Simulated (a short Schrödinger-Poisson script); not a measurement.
Structure: symmetric double-gate stack, SiO2 on p-type Si(100), at 400 K.

| layer | material | thickness (nm) | Na (cm⁻³) |
|---|---|---|---|
| 1 | SiO2 | 1.6 | - |
| 2 | Si | 4 | 2e18 |
| 3 | SiO2 | 1.6 | - |

The device is made up for the run: typed textbook-type constants, with dimensions and the other settings drawn at random. SiO2: permittivity 3.9, conduction-band edge (eV) 3.15, gap (eV) 9, electron mass (mₑ) 0.5. Si: permittivity 11.7, conduction-band edge (eV) 0, gap (eV) 1.124, Nv at 300 K (cm⁻³) 3.1e19.

Channel valleys (confinement mass, in-plane density-of-states mass, number): Δ2 0.916, 0.19, 2; Δ4 0.19, 0.417, 4. At the gates, both at one voltage, the conduction-band edge of layer 1 lies 3.53 eV − eVg above the Fermi level of the channel. Gaps are held at their typed values at every temperature. Mesh 0.03 nm at interfaces.

From a short Schrödinger-Poisson script (our own, NumPy): 1D Poisson equation in equilibrium, electrons quantum, Hartree (BenDaniel-Duke, 12 states a valley, the channel's in-plane mass for all, wave functions ending at the dielectric), parabolic valleys, classical holes, full ionisation, no traps, pinning or gate leakage.

Only gate voltages with over 1e8 electrons/cm² are shown.

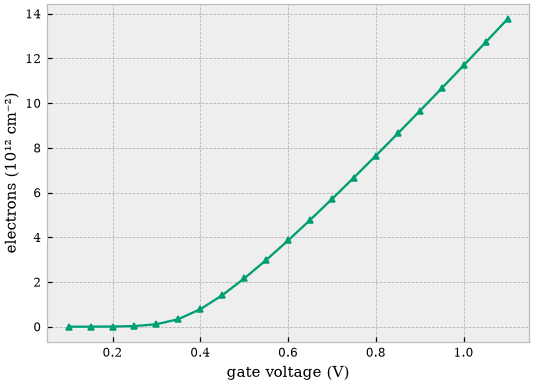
Figure: Sheet density against gate voltage

| Vg (V) | electrons (cm⁻²) | C (μF/cm²) | Δ2 E0 (meV) | Δ2 E1 (meV) | Δ4 E0 (meV) | Δ4 E1 (meV) |
|---|---|---|---|---|---|---|
| 0.1 | 3.81e8 | < 0.003 | 340.7 | 416.7 | 438.8 | 808.8 |
| 0.15 | 1.62e9 | 0.00764 | 290.8 | 366.8 | 388.8 | 758.9 |
| 0.2 | 6.87e9 | 0.0321 | 241.0 | 317.0 | 339.1 | 709.1 |
| 0.25 | 2.85e10 | 0.129 | 192.0 | 268.0 | 290.1 | 660.0 |
| 0.3 | 1.09e11 | 0.444 | 145.7 | 221.5 | 243.8 | 613.6 |
| 0.35 | 3.38e11 | 1.08 | 106.3 | 181.6 | 204.3 | 573.7 |
| 0.4 | 7.82e11 | 1.76 | 76.7 | 151.2 | 174.7 | 543.3 |
| 0.45 | 1.41e12 | 2.24 | 55.4 | 128.8 | 153.5 | 520.9 |
| 0.5 | 2.16e12 | 2.54 | 39.7 | 111.7 | 137.8 | 503.9 |
| 0.55 | 2.98e12 | 2.74 | 27.3 | 98.0 | 125.5 | 490.2 |
| 0.6 | 3.86e12 | 2.87 | 17.3 | 86.4 | 115.6 | 478.7 |
| 0.65 | 4.77e12 | 2.97 | 8.8 | 76.4 | 107.2 | 468.8 |
| 0.7 | 5.71e12 | 3.05 | 1.4 | 67.5 | 99.9 | 460.0 |
| 0.75 | 6.67e12 | 3.11 | -5.1 | 59.5 | 93.6 | 452.1 |
| 0.8 | 7.65e12 | 3.16 | -10.9 | 52.2 | 87.9 | 444.9 |
| 0.85 | 8.64e12 | 3.20 | -16.2 | 45.4 | 82.9 | 438.3 |
| 0.9 | 9.65e12 | 3.24 | -21.1 | 39.1 | 78.2 | 432.2 |
| 0.95 | 1.07e13 | 3.27 | -25.6 | 33.2 | 74.0 | 426.5 |
| 1 | 1.17e13 | 3.30 | -29.7 | 27.6 | 70.1 | 421.1 |
| 1.05 | 1.27e13 | 3.32 | -33.6 | 22.3 | 66.5 | 416.1 |
| 1.1 | 1.38e13 | 3.34 | -37.3 | 17.3 | 63.1 | 411.3 |

Subbands count from the Fermi level. The capacitance is that of both gates.
